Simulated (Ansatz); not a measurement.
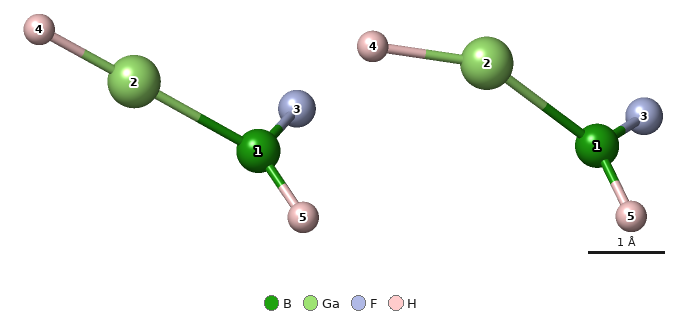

Two geometries of GaBH2F (multiplicity 2), drawn at one scale. One is the start of a relaxation, the other its converged end. A ball-and-stick model, seen from a free direction.

Level of theory: UKS PBE-D4/def2-SVP (Ansatz). (force threshold 0.03 eV/Å; at most 250 steps)

Which one is relaxed?

The right one is the relaxed one. It is one of the separated reactants of a reaction. Over 17 accepted moves (19 points after the start) the energy falls by 5.92 kcal/mol. Largest force component: 3.4 eV/Å at the start, 0.021 eV/Å at the end. The line search rejected the trial steps at points 10, 17 of the run. The forces were under the threshold at step 6, but the run went on from there. The largest move after the best rigid fit is that of Ga2, 0.32 Å. Largest moves by element: Ga 0.32 Å, H 0.24 Å, B 0.16 Å, F 0.14 Å. Among the contacts that change: B1–F3 1.440 → 1.340 Å, B1–H5 1.150 → 1.226 Å, Ga2–H4 1.530 → 1.585 Å, B1–Ga2 2.005 → 2.052 Å. Among the angles between lasting bonds that change: B1–Ga2–H4 179.4° → 150.8°, Ga2–B1–H5 131.6° → 116.4°, Ga2–B1–F3 113.0° → 123.4°.
